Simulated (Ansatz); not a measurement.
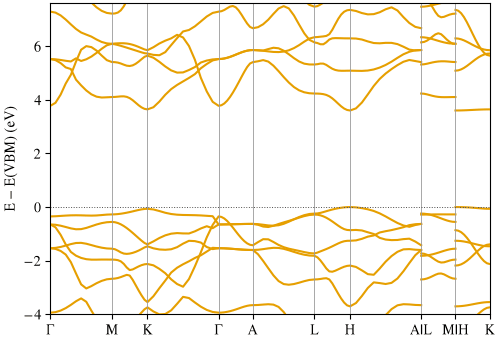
Fig. 1. Band structure from r²SCAN in the plane-wave PAW code Ansatz

**Question.** Read off the gap and where the band edges lie.

**Answer.** About 3.6 eV (3.60 eV by a search for the band edges); maximum at H, minimum at H.

**Question.** Which of these materials gives this?
(A) ScSnCN, P3m1 (Sc on 1b, Sn on 1c, C on 1b, N on 1c)
(B) ScAlN2, P3m1 (Sc on 1b, N on 1b, Al on 1c, N on 1c)
(C) AlZnNO, P3m1 (Al on 1b, Zn on 1c, O on 1b, N on 1c)
(D) Si3N4, P31c (Pearson symbol hP28)

**Answer.** B, ScAlN2, P3m1 (Sc on 1b, N on 1b, Al on 1c, N on 1c)

The start of the workflow was typed in or built on a structure type; neither database checked (COD, Materials Project) lists it. Whether it is the stable phase at ambient conditions was not checked. The r²SCAN relaxation kept the symmetry of its start; its stability against distortions is not shown here. No spin polarisation was allowed.

Potentials: the earlier of the program's two PAW sets.
